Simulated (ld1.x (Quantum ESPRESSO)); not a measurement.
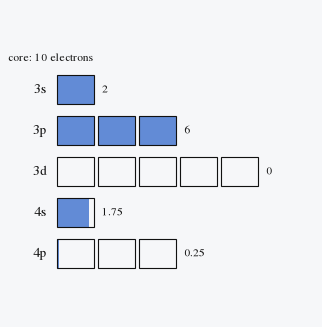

The valence shells of the reference configuration: a box for each of the 2l + 1 orbitals, shaded by the share of the shell that is filled, with the electron count at the right.

**Pseudopotential generation: Ca (part 1 of 2)**

- system: calcium (Ca, Z = 20), core [Ne], reference valence 3s2 3p6 3d0 4s1.75 4p0.25, valence charge 10.
- method: RRKJ potential, PBE, scalar-relativistic, made with ld1.x (Quantum ESPRESSO) 7.5

Log:
```
     Program LD1 v.7.5
     --------------------------- All-electron run ----------------------------

     Ca
     scalar relativistic calculation

     atomic number is 20.00
     dft =PBE   lsd =0 sic =0 latt =0  beta=0.20 tr2=1.0E-14
     Exchange-correlation= PBE
                           (   1   4   3   4   0   0   0)
     mesh =1169 r(mesh) =  99.90979 a.u. xmin = -7.00 dx = 0.01250
     1 Ry =  13.60569312 eV, c = 137.03599908

     n l     nl                  e(Ry)          e(Ha)          e(eV)
     1 0     1S 1( 2.00)      -290.3028      -145.1514     -3949.7708
     2 0     2S 1( 2.00)       -30.4822       -15.2411      -414.7315
     2 1     2P 1( 6.00)       -24.6293       -12.3147      -335.0989
     3 0     3S 1( 2.00)        -3.4871        -1.7435       -47.4444
     3 1     3P 1( 6.00)        -2.0842        -1.0421       -28.3563
     3 2     3D 1( 0.00)        -0.1637        -0.0818        -2.2271
     4 0     4S 1( 1.75)        -0.2897        -0.1449        -3.9417
     4 1     4P 1( 0.25)        -0.1139        -0.0569        -1.5491

     final scf error:  3.0E-15 reached in  24 iterations

     Etot =   -1360.608615 Ry,    -680.304307 Ha,  -18512.023275 eV

     Ekin =    1369.854208 Ry,     684.927104 Ha,   18637.815976 eV
     Encl =   -3230.925118 Ry,   -1615.462559 Ha,  -43958.975654 eV
     Eh   =     572.404054 Ry,     286.202027 Ha,    7787.953897 eV
     Exc  =     -71.941759 Ry,     -35.970879 Ha,    -978.817495 eV

     normalization and overlap integrals

     s(1S/1S) =  1.000000  <r> =   0.0768  <r2> =    0.0079  r(max) =   0.0500
     s(2S/2S) =  1.000000  <r> =   0.3643  <r2> =    0.1572  r(max) =   0.2987
     s(2P/2P) =  1.000000  <r> =   0.3278  <r2> =    0.1330  r(max) =   0.2477
     s(3S/3S) =  1.000000  <r> =   1.1558  <r2> =    1.5420  r(max) =   0.9918
     s(3P/3P) =  1.000000  <r> =   1.2704  <r2> =    1.9048  r(max) =   1.0427
     s(3D/3D) =  1.000000  <r> =   2.3184  <r2> =    7.5434  r(max) =   1.2735
     s(4S/4S) =  1.000000  <r> =   3.9981  <r2> =   18.3394  r(max) =   3.3763
     s(4P/4P) =  1.000000  <r> =   5.3632  <r2> =   33.5058  r(max) =   4.3352

     ------------------------ End of All-electron run ------------------------

     --------------------- Generating NC pseudopotential ---------------------

      Generating local potential from pseudized AE potential:
      Matching radius rcloc =   1.5500

      Local pseudo, rcloc= 1.536 Estimated cut-off energy=    10.42 Ry

      Computing core charge for nlcc:

       r > 1.31 : true rho core
      Core charge pseudized with two Bessel functions
      Integrated core pseudo-charge :   2.34

      Wfc   3S  rcut= 1.698  Estimated cut-off energy=       45.78 Ry
      This function has    0 nodes for 0 < r <    1.698

      Wfc   3P  rcut= 1.972  Estimated cut-off energy=       46.84 Ry
      This function has    0 nodes for 0 < r <    1.972

      Wfc   3D  rcut= 3.172  Estimated cut-off energy=       23.22 Ry
      This function has    0 nodes for 0 < r <    3.172

     ------------------- End of pseudopotential generation -------------------

     --------------------------- All-electron run ----------------------------

     Ca
     scalar relativistic calculation

     atomic number is 20.00
     dft =PBE   lsd =0 sic =0 latt =0  beta=0.20 tr2=1.0E-14
     Exchange-correlation= PBE
                           (   1   4   3   4   0   0   0)
     mesh =1169 r(mesh) =  99.90979 a.u. xmin = -7.00 dx = 0.01250
     1 Ry =  13.60569312 eV, c = 137.03599908

     n l     nl                  e(Ry)          e(Ha)          e(eV)
     1 0     1S 1( 2.00)      -290.3028      -145.1514     -3949.7708
     2 0     2S 1( 2.00)       -30.4822       -15.2411      -414.7315
     2 1     2P 1( 6.00)       -24.6293       -12.3147      -335.0989
     3 0     3S 1( 2.00)        -3.4871        -1.7435       -47.4444
     3 1     3P 1( 6.00)        -2.0842        -1.0421       -28.3563
     3 2     3D 1( 0.00)        -0.1637        -0.0818        -2.2271
     4 0     4S 1( 1.75)        -0.2897        -0.1449        -3.9417
     4 1     4P 1( 0.25)        -0.1139        -0.0569        -1.5491

     final scf error:  3.0E-15 reached in  24 iterations

     Etot =   -1360.608615 Ry,    -680.304307 Ha,  -18512.023275 eV

     Ekin =    1369.854208 Ry,     684.927104 Ha,   18637.815976 eV
     Encl =   -3230.925118 Ry,   -1615.462559 Ha,  -43958.975654 eV
     Eh   =     572.404054 Ry,     286.202027 Ha,    7787.953897 eV
     Exc  =     -71.941759 Ry,     -35.970879 Ha,    -978.817495 eV

     normalization and overlap integrals

     s(1S/1S) =  1.000000  <r> =   0.0768  <r2> =    0.0079  r(max) =   0.0500
     s(2S/2S) =  1.000000  <r> =   0.3643  <r2> =    0.1572  r(max) =   0.2987
     s(2P/2P) =  1.000000  <r> =   0.3278  <r2> =    0.1330  r(max) =   0.2477
     s(3S/3S) =  1.000000  <r> =   1.1558  <r2> =    1.5420  r(max) =   0.9918
     s(3P/3P) =  1.000000  <r> =   1.2704  <r2> =    1.9048  r(max) =   1.0427
     s(3D/3D) =  1.000000  <r> =   2.3184  <r2> =    7.5434  r(max) =   1.2735
     s(4S/4S) =  1.000000  <r> =   3.9981  <r2> =   18.3394  r(max) =   3.3763
     s(4P/4P) =  1.000000  <r> =   5.3632  <r2> =   33.5058  r(max) =   4.3352

     ------------------------ End of All-electron run ------------------------

     Computing logarithmic derivative in   3.48350
     Message from routine compute phi:
     negative determinant

      ld=  -0.086829 f2ae  0.135113 faenor  0.464792
     Computing logarithmic derivative in   3.48350
     Computing the partial wave expansion
     R is outside the sphere for l=    0 j= 0.00
     R is outside the sphere for l=    1 j= 0.00
     R is outside the sphere for l=    2 j= 0.00

     ---------------------- Testing the pseudopotential ----------------------

     Ca
     scalar relativistic calculation

     atomic number is 20.00   valence charge is 10.00
     dft =PBE   lsd =0 sic =0 latt =0  beta=0.20 tr2=1.0E-14
     mesh =1169 r(mesh) =  99.90979 xmin = -7.00 dx = 0.01250

     n l     nl             e AE (Ry)        e PS (Ry)    De AE-PS (Ry)
     1 0     3S   1( 2.00)       -3.48710       -3.48710       -0.00000
     2 1     3P   1( 6.00)       -2.08415       -2.08415        0.00000
     3 2     3D   1( 0.00)       -0.16369       -0.16369        0.00000
     2 0     4S   1( 1.75)       -0.28971       -0.29381        0.00411
     3 1     4P   1( 0.25)       -0.11386       -0.11321       -0.00064

     eps = 4.9E-15  iter = 11

     Etot =   -1360.608615 Ry,    -680.304307 Ha,  -18512.023275 eV
     Etotps =   -74.623722 Ry,     -37.311861 Ha,   -1015.307455 eV

     Ekin =      25.141642 Ry,      12.570821 Ha,     342.069472 eV
     Encl =    -148.792398 Ry,     -74.396199 Ha,   -2024.423705 eV
     Ehrt =      56.401782 Ry,      28.200891 Ha,     767.385334 eV
     Ecxc =     -11.332116 Ry,      -5.666058 Ha,    -154.181296 eV
     (Ecc =      -0.845833 Ry,      -0.422917 Ha,     -11.508146 eV)
     Epseu=       3.957368 Ry,       1.978684 Ha,      53.842739 eV

     ---------------------- End of pseudopotential test ----------------------
```

Output of the test run (extracts):
```
     ---------------------- Testing the pseudopotential ----------------------

     Ca
     scalar relativistic calculation

     atomic number is 20.00   valence charge is 10.00
     dft =PBE   lsd =0 sic =0 latt =0  beta=0.20 tr2=1.0E-14
     mesh =1169 r(mesh) =  99.90979 xmin = -7.00 dx = 0.01250

     n l     nl             e AE (Ry)        e PS (Ry)    De AE-PS (Ry)
     1 0     3S   1( 2.00)       -3.48710       -3.48710       -0.00000
     2 1     3P   1( 6.00)       -2.08415       -2.08415        0.00000
     3 2     3D   1( 0.00)       -0.16369       -0.16369        0.00000
     2 0     4S   1( 1.75)       -0.28971       -0.29381        0.00411
     3 1     4P   1( 0.25)       -0.11386       -0.11321       -0.00064

     eps = 8.5E-15  iter = 17

     Etot =   -1360.608615 Ry,    -680.304307 Ha,  -18512.023276 eV
     Etotps =   -74.623721 Ry,     -37.311861 Ha,   -1015.307449 eV

     Ekin =      25.141643 Ry,      12.570821 Ha,     342.069474 eV
     Encl =    -148.792397 Ry,     -74.396199 Ha,   -2024.423699 eV
     Ehrt =      56.401782 Ry,      28.200891 Ha,     767.385332 eV
     Ecxc =     -11.332116 Ry,      -5.666058 Ha,    -154.181295 eV
     (Ecc =      -0.845833 Ry,      -0.422917 Ha,     -11.508146 eV)
     Epseu=       3.957368 Ry,       1.978684 Ha,      53.842740 eV

     ---------------------- End of pseudopotential test ----------------------

     ---------------------- Testing the pseudopotential ----------------------

     Ca
     scalar relativistic calculation

     atomic number is 20.00   valence charge is 10.00
     dft =PBE   lsd =0 sic =0 latt =0  beta=0.20 tr2=1.0E-14
     mesh =1169 r(mesh) =  99.90979 xmin = -7.00 dx = 0.01250

     n l     nl             e AE (Ry)        e PS (Ry)    De AE-PS (Ry)
     1 0     3S   1( 2.00)       -3.46117       -3.46121        0.00003
     2 1     3P   1( 6.00)       -2.05856       -2.05866        0.00010
     3 2     3D   1( 0.00)       -0.14307       -0.14334        0.00026
     2 0     4S   1( 2.00)       -0.27681       -0.28063        0.00381
     3 1     4P   1( 0.00)       -0.10309       -0.10342        0.00033

     eps = 5.8E-15  iter = 17

     Etot =   -1360.652303 Ry,    -680.326152 Ha,  -18512.617684 eV
     Etotps =   -74.668451 Ry,     -37.334225 Ha,   -1015.916025 eV
     dEtot_ae =      -0.043688 Ry
     dEtot_ps =      -0.044730 Ry,   Delta E=       0.001041 Ry

     Ekin =      25.120018 Ry,      12.560009 Ha,     341.775259 eV
     Encl =    -149.056641 Ry,     -74.528321 Ha,   -2028.018918 eV
     Ehrt =      56.637196 Ry,      28.318598 Ha,     770.588307 eV
     Ecxc =     -11.354592 Ry,      -5.677296 Ha,    -154.487099 eV
     (Ecc =      -0.845833 Ry,      -0.422917 Ha,     -11.508146 eV)
     Epseu=       3.985569 Ry,       1.992784 Ha,      54.226425 eV

     ---------------------- End of pseudopotential test ----------------------

     ---------------------- Testing the pseudopotential ----------------------

     Ca
     scalar relativistic calculation

     atomic number is 20.00   valence charge is 10.00
     dft =PBE   lsd =0 sic =0 latt =0  beta=0.20 tr2=1.0E-14
     mesh =1169 r(mesh) =  99.90979 xmin = -7.00 dx = 0.01250

     n l     nl             e AE (Ry)        e PS (Ry)    De AE-PS (Ry)
     1 0     3S   1( 2.00)       -3.96840       -3.97894        0.01054  !
     2 1     3P   1( 6.00)       -2.56374       -2.57375        0.01001  !
     3 2     3D   1( 0.00)       -0.61281       -0.62279        0.00998  !
     2 0     4S   1( 1.00)       -0.65894       -0.68934        0.03039  !
     3 1     4P   1( 0.00)       -0.43600       -0.46389        0.02790  !

     eps = 1.5E-15  iter = 11

     Etot =   -1360.188587 Ry,    -680.094293 Ha,  -18506.308498 eV
     Etotps =   -74.188851 Ry,     -37.094425 Ha,   -1009.390733 eV
     dEtot_ae =       0.420028 Ry
     dEtot_ps =       0.434871 Ry,   Delta E=      -0.014842 Ry

     Ekin =      24.919470 Ry,      12.459735 Ha,     339.046667 eV
     Encl =    -143.882888 Ry,     -71.941444 Ha,   -1957.626414 eV
     Ehrt =      51.844522 Ry,      25.922261 Ha,     705.380655 eV
     Ecxc =     -10.964362 Ry,      -5.482181 Ha,    -149.177740 eV
     (Ecc =      -0.845833 Ry,      -0.422917 Ha,     -11.508146 eV)
     Epseu=       3.894406 Ry,       1.947203 Ha,      52.986098 eV

     ---------------------- End of pseudopotential test ----------------------

     ---------------------- Testing the pseudopotential ----------------------

     Ca
     scalar relativistic calculation

     atomic number is 20.00   valence charge is 10.00
     dft =PBE   lsd =0 sic =0 latt =0  beta=0.20 tr2=1.0E-14
     mesh =1169 r(mesh) =  99.90979 xmin = -7.00 dx = 0.01250

     n l     nl             e AE (Ry)        e PS (Ry)    De AE-PS (Ry)
     1 0     3S   1( 2.00)       -4.57425       -4.59173        0.01748  !
     2 1     3P   1( 6.00)       -3.16483       -3.18158        0.01674  !
     3 2     3D   1( 0.00)       -1.17112       -1.18619        0.01507  !
     2 0     4S   1( 0.00)       -1.06864       -1.15050        0.08186  !
     3 1     4P   1( 0.00)       -0.78384       -0.88268        0.09884  !

     eps = 5.7E-15  iter =  9

     Etot =   -1359.319767 Ry,    -679.659883 Ha,  -18494.487606 eV
     Etotps =   -73.272405 Ry,     -36.636202 Ha,    -996.921850 eV
     dEtot_ae =       1.288848 Ry
     dEtot_ps =       1.351317 Ry,   Delta E=      -0.062469 Ry

     Ekin =      24.555596 Ry,      12.277798 Ha,     334.095905 eV
     Encl =    -137.703869 Ry,     -68.851935 Ha,   -1873.556586 eV
     Ehrt =      46.693078 Ry,      23.346539 Ha,     635.291690 eV
     Ecxc =     -10.533588 Ry,      -5.266794 Ha,    -143.316764 eV
     (Ecc =      -0.845833 Ry,      -0.422917 Ha,     -11.508146 eV)
     Epseu=       3.716378 Ry,       1.858189 Ha,      50.563905 eV

     ---------------------- End of pseudopotential test ----------------------

     ---------------------- Testing the pseudopotential ----------------------

     Ca
     scalar relativistic calculation

     atomic number is 20.00   valence charge is 10.00
     dft =PBE   lsd =0 sic =0 latt =0  beta=0.20 tr2=1.0E-14
     mesh =1169 r(mesh) =  99.90979 xmin = -7.00 dx = 0.01250

     n l     nl             e AE (Ry)        e PS (Ry)    De AE-PS (Ry)
     1 0     3S   1( 2.00)       -3.70124       -3.70651        0.00528  !
     2 1     3P   1( 6.00)       -2.29785       -2.30292        0.00507  !
     3 2     3D   1( 0.00)       -0.36541       -0.37080        0.00540  !
     2 0     4S   1( 1.50)       -0.46168       -0.47691        0.01523  !
     3 1     4P   1( 0.00)       -0.26285       -0.27446        0.01161  !

     eps = 9.9E-16  iter = 11

     Etot =   -1360.468290 Ry,    -680.234145 Ha,  -18510.114061 eV
     Etotps =   -74.479815 Ry,     -37.239907 Ha,   -1013.349502 eV
     dEtot_ae =       0.140325 Ry
     dEtot_ps =       0.143906 Ry,   Delta E=      -0.003582 Ry

     Ekin =      25.039945 Ry,      12.519973 Ha,     340.685814 eV
     Encl =    -146.610766 Ry,     -73.305383 Ha,   -1994.741091 eV
     Ehrt =      54.308926 Ry,      27.154463 Ha,     738.910584 eV
     Ecxc =     -11.167602 Ry,      -5.583801 Ha,    -151.942960 eV
     (Ecc =      -0.845833 Ry,      -0.422917 Ha,     -11.508146 eV)
     Epseu=       3.949681 Ry,       1.974841 Ha,      53.738151 eV

     ---------------------- End of pseudopotential test ----------------------
```

(Continued in part 2.) Outcome of the run: generated.
